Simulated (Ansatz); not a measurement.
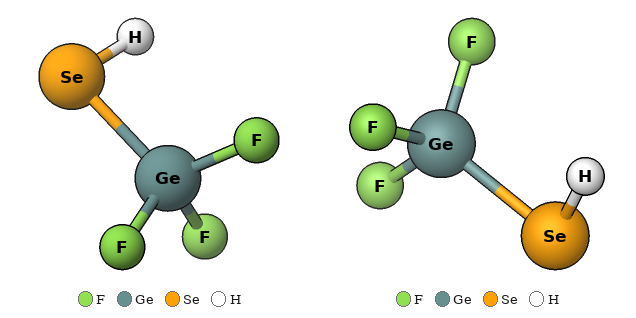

Both panels show the same species.

Description:

Formula F₃GeHSe. Its SMILES string is `[F][Ge]([F])([F])[SeH]`. This geometry has Cs symmetry. Coordination: 1 Ge tetrahedral; 1 Se bent.

The parts below concern this one geometry. Atoms keep their numbers from picture to picture. The geometry was computed by an optimisation with PBE0-D4/def2-TZVP.

**Electronic properties**

Method: RKS PBE-D4/def2-TZVPP (Ansatz 0.2.0).

Predict the main results.

- dipole moment: 2.70 D
- HOMO energy (Kohn–Sham orbital): −7.12 eV
- LUMO energy (Kohn–Sham orbital): −2.66 eV
- HOMO–LUMO gap: 4.46 eV

**Charges**

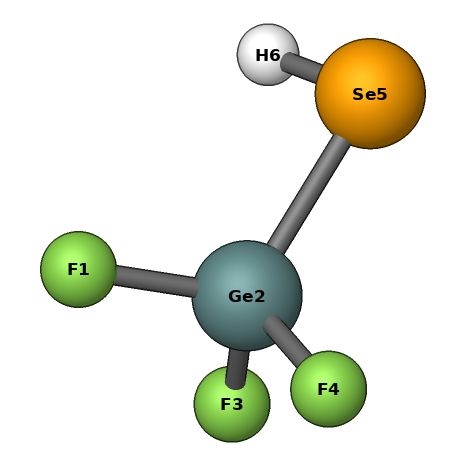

The questions are on Mulliken charges. Method: RKS r2SCAN-D4/def2-TZVPP (Ansatz 0.2.0).

> Which atom carries the highest charge (most positive or least negative)?

Ge2 (1.08 e).

> And the lowest?

F1, F3, F4 (−0.33 e).

Give the Mulliken charges atom by atom.

| atom | value (e) |
| --- | --- |
| F1 | −0.33 |
| Ge2 | 1.08 |
| F3 | −0.33 |
| F4 | −0.33 |
| Se5 | −0.18 |
| H6 | 0.10 |

**Vibrations**

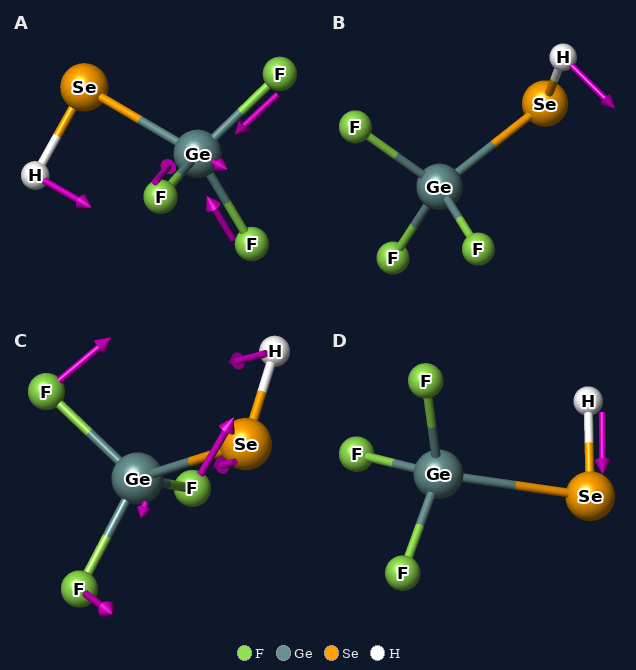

4 normal modes of one molecule or complex, as arrows. Harmonic vibrations computed with RKS PBE0-D4/def2-TZVP (Ansatz 0.2.0) at a stationary point of the same level.

> Match the panels to the wavenumbers 75 cm⁻¹, 231 cm⁻¹, 729 cm⁻¹, 2439 cm⁻¹.

A: 729 cm⁻¹, in-phase stretching of 3 Ge–F bonds
B: 75 cm⁻¹, a torsion or out-of-plane motion in which bond lengths and bond angles hardly change
C: 231 cm⁻¹
D: 2439 cm⁻¹, Se–H stretching

Mulliken values depend strongly on the basis set and can even reverse the polarity of a bond.
